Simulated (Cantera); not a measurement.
Input: 1 mol B2H6, 49 mol H2, equilibrated at 1.33 mbar.

Cantera equilibrium calculation (NASA polynomials, part measured and part estimated; ideal gas, pure solids and liquids). Candidate condensed phases: B; 7 gas species. The feed counts by its element totals alone. The tables' values for BH2 are old estimates; treat these amounts as uncertain. Rates play no part.

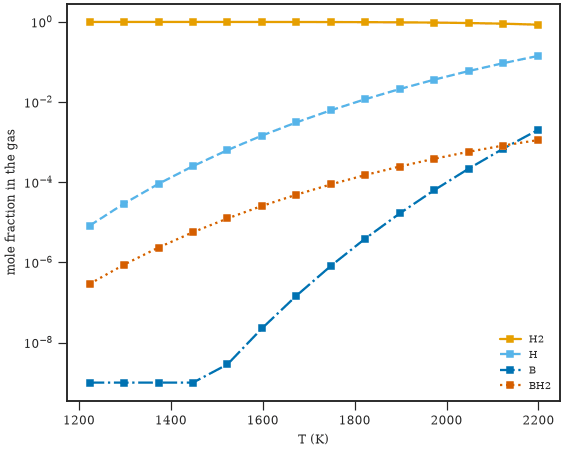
Figure: Equilibrium gas composition (values under 1e-9 drawn at 1e-9)

From 1223 K to 2198 K the condensed part is B(s).
